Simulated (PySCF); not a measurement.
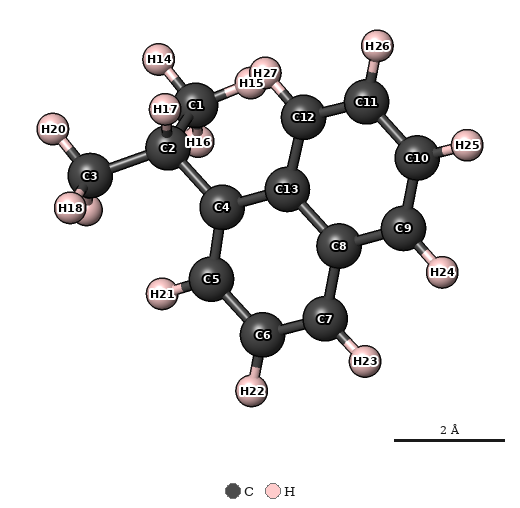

Figure 1. The structure (ball-and-stick view, seen at a tilt; atoms are numbered from 1 in the order of the input).

## Two runs on C13H14

System: C13H14 (1-isopropylnaphthalene).
Method of run 1: GIAO wB97X-D/pcSseg-1 NMR shielding, non-relativistic, gas phase (PySCF 2.14.0).

The geometry comes from this level: PBE0-D3(BJ)/def2-SVP. Text and figures count atoms from 1; the logs count them from 0 in places.

**The input, run 1**
```
{"job": {"kind": "nmr", "xc": "wB97X-D", "basis": "pcSseg-1", "pop": false}, "charge": 0, "multiplicity": 1}
C     -2.224701     0.229190    -1.016977
C     -1.836605    -0.043655     0.439899
C     -3.002601    -0.669054     1.197440
C     -0.553881    -0.850983     0.503657
C     -0.579261    -2.217677     0.697386
C      0.599826    -2.995277     0.710649
C      1.822682    -2.400761     0.530139
C      1.911128    -0.999713     0.329836
C      3.167715    -0.367580     0.144260
C      3.258683     0.989494    -0.052402
C      2.085516     1.774653    -0.068130
C      0.852518     1.190064     0.110478
C      0.716178    -0.210104     0.314173
H     -3.113843     0.876975    -1.073375
H     -1.409738     0.715482    -1.572740
H     -2.458077    -0.715792    -1.532386
H     -1.634479     0.927651     0.921969
H     -2.732340    -0.903624     2.237962
H     -3.353627    -1.597055     0.719254
H     -3.856653     0.024878     1.214633
H     -1.535386    -2.722508     0.845820
H      0.529009    -4.074302     0.867327
H      2.741667    -2.992315     0.538932
H      4.068794    -0.986473     0.160886
H      4.233406     1.461937    -0.194689
H      2.156951     2.854074    -0.221776
H     -0.036688     1.821343     0.095008
```

The first line tells a small driver script what to run in PySCF; the rest is the geometry in Å.

Launched with:
```bash
OMP_NUM_THREADS=2 python <driver script> task.json out
```

Hardware: 2 CPU threads, shared host.

**Output, shortened to warnings, some set-up lines, iterations and results (run 1)**
```
coarse grid: 22800 points
[...]
cycle   1  E = -503.4573663491  dE =  2.711e+00  |g| = 3.322e-01  |ddm| = 5.229e+00
cycle   2  E = -503.4882291852  dE = -3.086e-02  |g| = 1.759e-01  |ddm| = 9.004e-01
cycle   3  E = -503.4957689162  dE = -7.540e-03  |g| = 4.563e-02  |ddm| = 1.895e-01
cycle   4  E = -503.4962949380  dE = -5.260e-04  |g| = 1.939e-02  |ddm| = 1.016e-01
cycle   5  E = -503.4963917739  dE = -9.684e-05  |g| = 3.032e-03  |ddm| = 2.637e-02
cycle   6  E = -503.4963955647  dE = -3.791e-06  |g| = 1.390e-03  |ddm| = 5.848e-03
cycle   7  E = -503.5837080250  dE = -2.975e-04  |g| = 4.274e-03  |ddm| = 1.077e-01
cycle   8  E = -503.5837127116  dE = -4.687e-06  |g| = 2.512e-03  |ddm| = 1.363e-02
cycle   9  E = -503.5837140806  dE = -1.369e-06  |g| = 9.849e-04  |ddm| = 4.062e-03
cycle  10  E = -503.5837143303  dE = -2.498e-07  |g| = 4.120e-04  |ddm| = 1.746e-03
cycle  11  E = -503.5837143751  dE = -4.471e-08  |g| = 6.524e-05  |ddm| = 5.120e-04
cycle  12  E = -503.5837143766  dE = -1.520e-09  |g| = 2.198e-05  |ddm| = 1.442e-04
cycle  13  E = -503.5837143768  dE = -2.142e-10  |g| = 7.145e-06  |ddm| = 4.966e-05
converged SCF energy = -503.5837143768

GIAO shielding tensors (ppm)
atom      isotropic    diamagn.    paramagn.     s11        s22        s33       span
  0 C      157.225     248.133     -90.908    142.600    146.136    182.938     40.338
  1 C      154.415     244.703     -90.288    145.580    156.102    161.562     15.982
  2 C      161.977     245.252     -83.275    146.232    157.365    182.333     36.102
  3 C       33.226     261.028    -227.801    -60.848     -4.968    165.496    226.344
  4 C       56.715     252.453    -195.738    -49.951     43.800    176.296    226.247
  5 C       52.219     255.804    -203.585    -60.060     42.862    173.855    233.916
  6 C       51.327     251.301    -199.975    -51.310     46.535    158.754    210.064
  7 C       45.455     255.268    -209.813    -30.275    -24.140    190.779    221.054
  8 C       48.594     250.147    -201.553    -55.902     42.840    158.844    214.746
  9 C       52.680     255.932    -203.251    -58.565     41.593    175.013    233.578
 10 C       52.404     253.654    -201.250    -59.538     42.640    174.110    233.648
 11 C       54.778     254.871    -200.093    -52.971     41.962    175.342    228.313
 12 C       48.073     254.332    -206.259    -23.919    -19.064    187.202    211.121
 13 H       30.048      30.379      -0.331     25.582     27.131     37.432     11.851
 14 H       29.752      32.359      -2.608     23.598     31.178     34.479     10.881
 15 H       30.524      31.460      -0.937     26.647     29.329     35.596      8.949
 16 H       27.914      34.325      -6.411     21.636     28.669     33.438     11.802
 17 H       29.954      29.653       0.301     25.837     27.521     36.504     10.667
 18 H       29.684      30.519      -0.835     25.223     28.710     35.118      9.895
 19 H       29.911      27.990       1.921     24.931     28.025     36.777     11.845
 20 H       23.812      34.782     -10.970     17.897     22.851     30.688     12.791
 21 H       23.743      29.162      -5.419     19.229     25.071     26.930      7.701
 22 H       23.540      31.206      -7.666     18.548     24.507     27.564      9.016
 23 H       23.398      30.546      -7.148     18.394     24.055     27.744      9.350
 24 H       23.728      28.271      -4.543     19.477     25.047     26.660      7.183
 25 H       23.665      30.816      -7.150     19.118     24.406     27.472      8.355
 26 H       23.080      35.650     -12.569     16.824     21.780     30.638     13.814
```

Run 2 used a changed input.

**The two runs side by side**

```csv
quantity,run 1,run 2
outcome,converged,converged
total energy (hartree),−503.583714,−503.158262
HOMO (eV),−7.87,−6.22
LUMO (eV),0.46,−1.18
dipole moment (D),0.45,0.44
shielding of C4 (ppm),33.2,34.6
shielding of C6 (ppm),52.2,53.4
shielding of C8 (ppm),45.5,47.1
shielding of C10 (ppm),52.7,53.7
shielding of C11 (ppm),52.4,53.5
shielding of C12 (ppm),54.8,56.0
shielding of C13 (ppm),48.1,49.7
SCF iterations,13,14
basis functions,291,291
wall time (shared host),33 s,26 s
```

Which change of the input explains these differences?

The change (lines with − go, lines with + come):
```diff
-"xc": "wB97X-D"
+"xc": "PBE0"
-"pop": false
```

The total energies belong to different methods, so their difference says nothing on which is more stable or more accurate. The HOMO goes from −7.87 to −6.22 eV. The LUMO goes from 0.46 to −1.18 eV. Of all shieldings, the largest change is that of C8 and C13, by +1.6 ppm. The functional changes from wB97X-D to PBE0. The SCF takes 14 iterations against 13.

**Output, shortened to warnings, some set-up lines, iterations and results (run 2)**
```
coarse grid: 22800 points
[...]
cycle   1  E = -503.0167348179  dE =  2.066e+00  |g| = 4.601e-01  |ddm| = 5.258e+00
cycle   2  E = -503.0224323242  dE = -5.698e-03  |g| = 4.601e-01  |ddm| = 1.325e+00
cycle   3  E = -503.0789953553  dE = -5.656e-02  |g| = 3.342e-02  |ddm| = 5.585e-01
cycle   4  E = -503.0791180753  dE = -1.227e-04  |g| = 2.430e-02  |ddm| = 6.919e-02
cycle   5  E = -503.0792632017  dE = -1.451e-04  |g| = 6.633e-03  |ddm| = 3.460e-02
cycle   6  E = -503.0792738025  dE = -1.060e-05  |g| = 2.483e-03  |ddm| = 9.542e-03
cycle   7  E = -503.0792754771  dE = -1.675e-06  |g| = 2.767e-04  |ddm| = 2.794e-03
cycle   8  E = -503.1582380050  dE = -7.077e-05  |g| = 9.314e-03  |ddm| = 8.509e-02
cycle   9  E = -503.1582366457  dE =  1.359e-06  |g| = 9.694e-03  |ddm| = 2.419e-02
cycle  10  E = -503.1582616453  dE = -2.500e-05  |g| = 9.745e-04  |ddm| = 1.257e-02
cycle  11  E = -503.1582618446  dE = -1.993e-07  |g| = 4.859e-04  |ddm| = 1.673e-03
cycle  12  E = -503.1582619061  dE = -6.147e-08  |g| = 1.251e-04  |ddm| = 6.125e-04
cycle  13  E = -503.1582619098  dE = -3.731e-09  |g| = 3.702e-05  |ddm| = 1.782e-04
cycle  14  E = -503.1582619101  dE = -2.942e-10  |g| = 1.557e-05  |ddm| = 5.192e-05
converged SCF energy = -503.1582619101

GIAO shielding tensors (ppm)
atom      isotropic    diamagn.    paramagn.     s11        s22        s33       span
  0 C      157.325     248.146     -90.821    142.234    146.260    183.480     41.246
  1 C      153.750     244.958     -91.209    144.543    156.031    160.675     16.133
  2 C      162.133     245.608     -83.475    146.308    157.140    182.952     36.644
  3 C       34.607     260.297    -225.689    -56.481     -5.197    165.500    221.981
  4 C       57.704     251.333    -193.629    -46.765     43.139    176.737    223.502
  5 C       53.389     255.228    -201.838    -56.297     43.031    173.435    229.732
  6 C       52.091     250.001    -197.911    -48.026     46.107    158.190    206.216
  7 C       47.069     254.496    -207.427    -25.841    -24.049    191.096    216.936
  8 C       49.485     248.815    -199.329    -52.550     42.691    158.315    210.865
  9 C       53.736     255.279    -201.543    -55.058     41.733    174.532    229.590
 10 C       53.471     253.114    -199.643    -55.986     42.772    173.628    229.614
 11 C       55.990     254.114    -198.124    -49.512     41.766    175.717    225.229
 12 C       49.662     253.054    -203.392    -21.136    -17.276    187.397    208.533
 13 H       29.935      30.279      -0.344     25.452     27.015     37.339     11.887
 14 H       29.631      32.011      -2.379     23.442     31.065     34.387     10.945
 15 H       30.440      31.256      -0.816     26.574     29.232     35.514      8.940
 16 H       27.701      34.049      -6.348     21.419     28.447     33.239     11.820
 17 H       29.839      29.595       0.244     25.703     27.367     36.446     10.743
 18 H       29.592      30.472      -0.880     25.098     28.644     35.035      9.937
 19 H       29.800      27.974       1.826     24.828     27.922     36.652     11.824
 20 H       23.703      34.630     -10.927     17.722     22.764     30.623     12.901
 21 H       23.631      29.207      -5.577     19.053     25.011     26.828      7.775
 22 H       23.434      31.354      -7.920     18.417     24.449     27.438      9.021
 23 H       23.294      30.685      -7.390     18.257     23.994     27.632      9.376
 24 H       23.618      28.366      -4.747     19.313     25.005     26.537      7.225
 25 H       23.557      30.751      -7.195     18.955     24.367     27.348      8.394
 26 H       22.975      35.375     -12.400     16.653     21.746     30.526     13.873
```
